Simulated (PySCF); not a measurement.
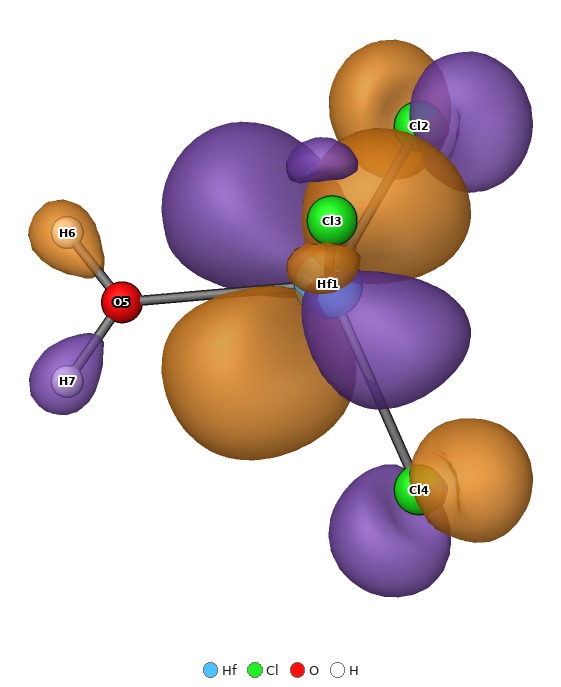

Cl$_{3}$H$_{2}$HfO (charge +1). One frontier orbital at ±0.1 Å⁻³ᐟ² (orange and purple are the two phases), seen at a tilt.

Core potentials replace the inner electrons of Hf.

Computed with RKS PBE0, Hf def2-SVP with ECP60, Cl def2-SVP, O def2-SVP, H def2-SVP; non-relativistic Hamiltonian with scalar-relativistic core potentials where named; density fitting (PySCF).

```xyz
7

Hf   -0.0545    0.0440   -0.0440
Cl    1.1967    1.4768    1.2322
Cl   -1.4330   -1.2488    1.2488
Cl    1.1967   -1.2322   -1.4768
O    -1.2988    1.3154   -1.3154
H    -1.6315    2.2047   -1.0958
H    -1.6315    1.0958   -2.2047
```

Question: Which orbital is it: HOMO or LUMO?

Answer: The LUMO, at −7.15 eV. Its weight (Hirshfeld) is mainly on Hf1 (about 70 %), Cl2 (about 10 %) and Cl4 (about 10 %).
